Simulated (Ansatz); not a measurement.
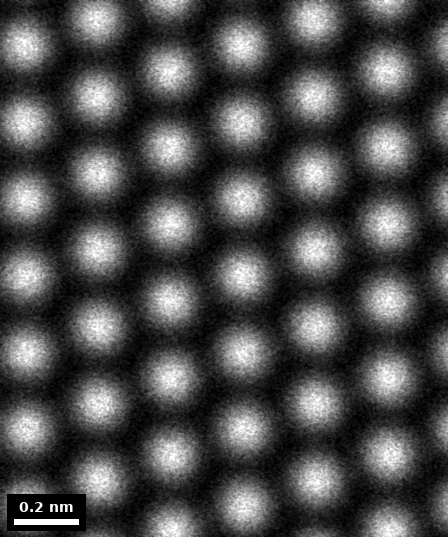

Dark-field STEM-like image of Pt. The image is simulated as a sum over atoms of Z^1.7, blurred by a 1.30 Å probe (no channelling). Shot noise and a slight drift were added.

Q: Give the net of the columns and its spacings.

A: The pattern repeats on a centred rectangular net of 2.8 × 3.9 Å.

Q: Which plane group does this projection have?

A: c2mm: perpendicular mirror lines on a centred net, with further twofold points between them.

Q: How many columns does the smallest repeating cell hold, and how many levels of brightness?

A: 1 column in the primitive cell of 5.4 Å², all of one brightness.

The crystal is Pt (Fm-3m, No. 225) seen along [110]. Atomic positions: a calculation's starting geometry.
